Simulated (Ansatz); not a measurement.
**AlClFH$_{2}$Si (doublet): density, localisation and related maps**

```json
{"atom": "Al", "x (Å)": "0.7364", "y (Å)": "0.0400", "z (Å)": "-0.5485"}
{"atom": "Cl", "x (Å)": "1.1934", "y (Å)": "-1.9627", "z (Å)": "-0.9600"}
{"atom": "F", "x (Å)": "-0.3480", "y (Å)": "0.8027", "z (Å)": "-1.5519"}
{"atom": "Si", "x (Å)": "1.7944", "y (Å)": "1.2300", "z (Å)": "1.1977"}
{"atom": "H", "x (Å)": "1.3294", "y (Å)": "2.5745", "z (Å)": "1.6390"}
{"atom": "H", "x (Å)": "2.6009", "y (Å)": "0.5266", "z (Å)": "2.2338"}
```

Geometry: r2SCAN-D4/def2-SVP.

Method: Ansatz 0.2.0, isolated molecule in a Gaussian basis; Kohn-Sham density functional theory, functional PBE0.

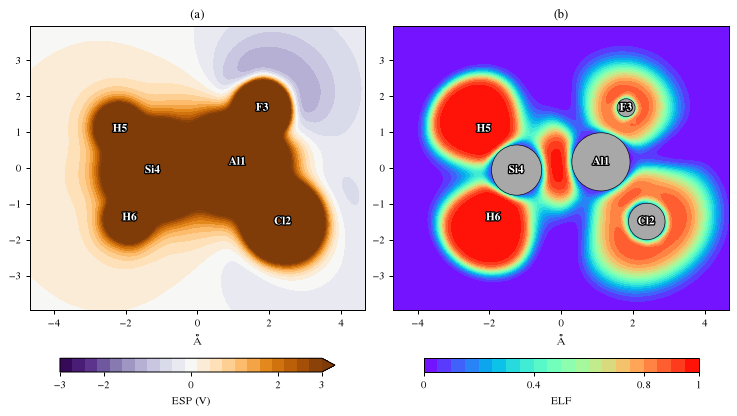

Figure 1. (a) electrostatic potential; (b) ELF on the plane of atoms Cl2, Al1 and F3. Grey discs cover the atomic cores in the ELF map.

**What does the map show?**

- Atoms in the plane: Al, Cl, F, Si and H.
- Al–F (1.66 Å): the ELF peaks at about 0.85 in the valence shell of F, 0.6 Å from its nucleus, and is about 0.35 at the midpoint.
- Al–Cl (2.09 Å): the ELF peaks at about 0.85 in the valence shell of Cl, 0.8 Å from its nucleus, and is about 0.80 at the midpoint.
- Al–Si (2.36 Å): the ELF peaks at about 1 between the atoms; a shared electron pair.
- Si–H (1.49 Å): the ELF climbs to about 1 towards the hydrogen, as it does in any bond to H.
- The ELF also peaks beside Cl2 and F3, away from the bonds: non-bonding electrons, paired or unpaired.
- Outside the dense part of the molecule the potential is most negative (−1.3 V) near F3.

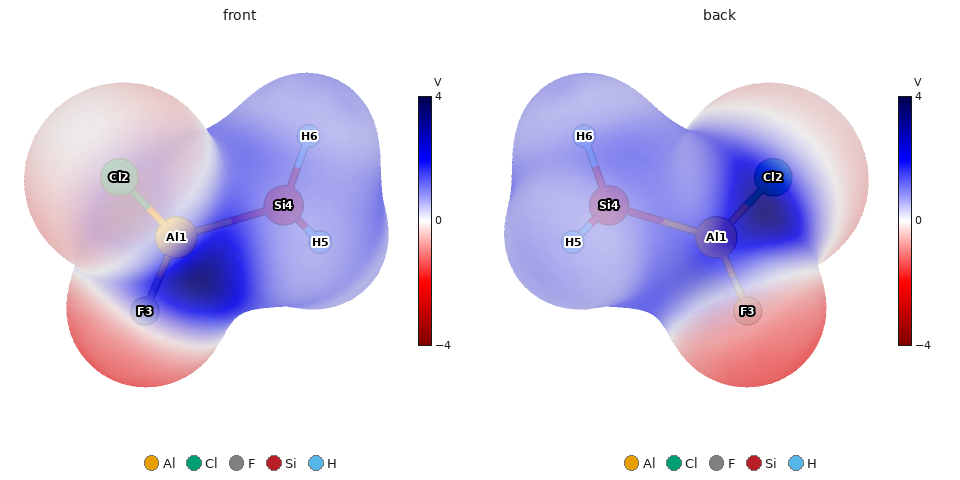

Figure 2. The molecular electrostatic potential painted on the density surface at 0.002 e/bohr³, seen from the front and from behind; red is negative and blue positive.

**Where is the surface potential most negative and most positive?**

The most negative region (about −1.2 V) lies over F3, the most positive (about +3.4 V) over Al1.

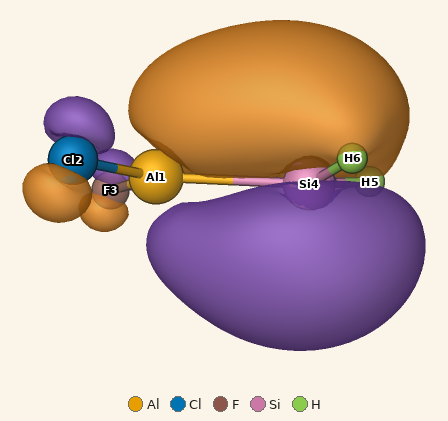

Figure 3. One frontier orbital at ±0.06 Å⁻³ᐟ² (orange and purple are the two phases), seen from one side.

**Which orbital is it: HOMO (α) or LUMO (α)?**

The HOMO (α), at −6.55 eV. Its weight (Hirshfeld) is mainly on Si4 (about 75 %) and Al1 (about 15 %).
